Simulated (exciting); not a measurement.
Consider LiGeN, space group P6_3mc.

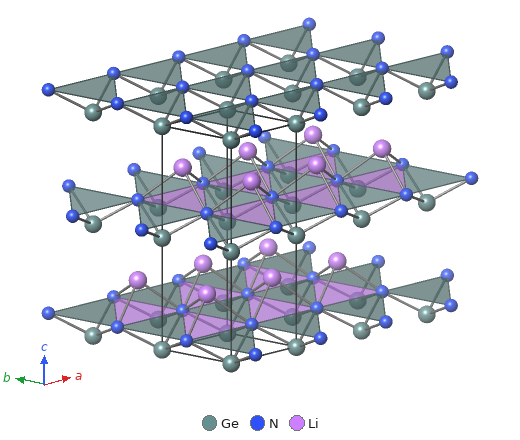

The structure (germanium teal, nitrogen blue, lithium purple). 3×2×1 cells are drawn. Some periodic images of atoms are drawn too.

```
Ge N Li
1.0
     3.01241    0.00000    0.00000
    -1.50620    2.60882    0.00000
     0.00000    0.00000    9.41946
Ge N Li
2 2 2
Direct
  0.00000 0.00000 0.99802
  0.00000 0.00000 0.49802
  0.66667 0.33333 0.10322
  0.33333 0.66667 0.60322
  0.33333 0.66667 0.24339
  0.66667 0.33333 0.74339
```

Absorber: atom 3, with 3 Ge at 2.00 Å and 3 Li at 2.18 Å (distorted octahedral, site symmetry 3m). Method: exciting, all-electron LAPW+lo, LDA, exchange and screened direct term (singlet BSE), 5×5×2 shifted k points, 27 conduction bands, |G+q| up to 3 bohr⁻¹, full RPA screening with nempty = 53, Lorentzian half width 0.45 eV.

Question: Predict the N K near-edge structure at this level.

Bound core exciton? Yes on this mesh: the first bright state (over 5 % of the brightest) lies at -0.59 eV from the Kohn–Sham onset. Maxima (height): 0.1 eV (1.00), 2.4 eV (1.00), 7.6 eV (0.49), 9.4 eV (0.54), 10.5 eV (0.57) and 14.9 eV (0.19).

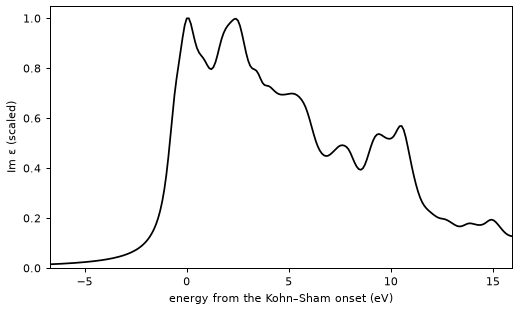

Energy from the Kohn–Sham onset, core level to the lowest empty state found on the meshes used; Im ε in relative units.

A mesh of 50 points doesn't converge binding energies, and fine structure above the first lines is partly noise of the mesh. The kernel cutoff is low for a compact core orbital, so the effect of exchange is a lower bound. The zero comes from the shifted mesh, which comes near the band minimum without meeting it. The structure is a Materials Project entry, computed there, and may be a hypothetical form.

[Banner, clock and machine lines of the logs are left out without a mark of their own.]

[Logs are printed without paths, hosts, clocks, repeated set-up lines and the standing remarks that a program may print on its own settings, such as how far it seeks lower states.]

[Hosts, paths, dates, database ids (printed as entryN), source tags and the programs' standing remarks are cut or masked in the printed files.]
